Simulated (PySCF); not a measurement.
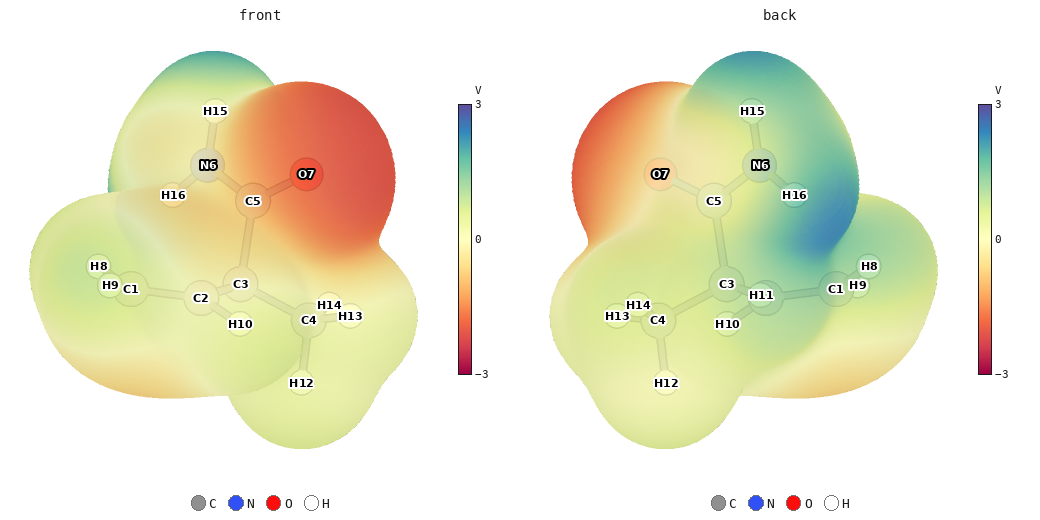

C$_{5}$H$_{9}$NO (SMILES C=C[C@H](C)C(N)=O). The electrostatic potential painted on the density surface at 0.002 e/bohr³, seen from the front and from behind; red is negative and blue positive.

Geometry: GFN2-xTB, MD frame at 250 fs, 400 K.

These are results of PySCF 2.14.0, PBE0/pcSseg-1, SCF density, gas phase, non-relativistic, not measurements.

```xyz
16

C     1.2930    0.8838    0.0983
C     0.4717   -0.1092   -0.2192
C    -0.4998   -0.7751    0.6745
C    -0.9838   -2.1502    0.4746
C    -1.7002    0.2182    0.5956
N    -1.7719    0.9510    1.6986
O    -2.5663    0.1409   -0.2923
H     1.2269    1.3115    1.0567
H     1.7558    1.4963   -0.6807
H     0.5035   -0.6448   -1.2344
H    -0.1260   -0.7847    1.6349
H    -0.0883   -2.8795    0.4204
H    -1.4036   -2.3556   -0.4157
H    -1.6577   -2.4618    1.1738
H    -2.5930    1.5422    1.8295
H    -1.0636    0.8121    2.3249
```

Where is the surface potential most negative and most positive?

The most negative region (about −2.1 V) lies over O7, the most positive (about +2.4 V) over H16. O7 is the likeliest acceptor of a hydrogen bond.
